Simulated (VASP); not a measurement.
Band structure of TiB2 (space group P6/mmm). Method: PBEsol GGA, VASP's PBE PAW potentials (set 64) (plane waves; VASP 6.6.1).

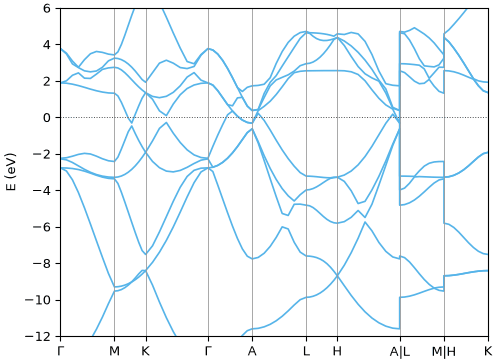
*Bands along high-symmetry lines, zero at the valence-band maximum or, without a gap, the Fermi level*

Question: Read the plot: is there a gap, and where are the band edges?

Answer: It has no gap at this level: it comes out as a metal or semimetal. (Edges off the drawn lines would not show.)

The structure comes from a measured TiB2 entry (P6/mmm) of the Crystallography Open Database, whose conditions weren't checked. It was relaxed first.
